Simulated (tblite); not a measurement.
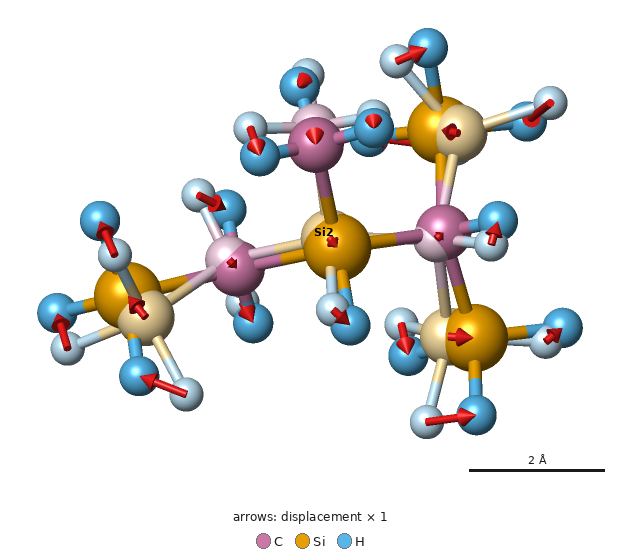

A relaxation of C$_{3}$H$_{16}$Si$_{4}$. The starting structure is drawn faded, the final one solid; red arrows show the displacements, at their true length. The two geometries are superimposed by the best rigid fit.

The picture is a ball-and-stick view, seen at a tilt.

Theory: GFN2-xTB geometry optimisation, gas phase in tblite. 

Atoms of which element are displaced furthest, and by how much?

Answer. Hydrogen: up to 1.34 Å, against 0.46 Å for silicon.

What did the optimiser do to the structure, and how much energy did it gain?

Answer. The largest moves after the best rigid fit, 1.34 Å, are those of H atoms. By element the largest moves are H 1.34 Å, Si 0.46 Å, C 0.43 Å. Near-neighbour distances that change, for instance: C–Si 1.846 → 1.912 Å, C–Si 1.864 → 1.902 Å, H–Si 1.492 → 1.465 Å, C–H 1.110 → 1.090 Å. Bond angles that change, for instance: Si–C–Si 107.2° → 115.7°, H–C–H 112.7° → 107.6°, C–Si–C 115.2° → 110.3°. Groups turn about C–Si by about 50°, C–Si by about 25°. After 169 geometry steps the energy has fallen by 52.1 kJ/mol.
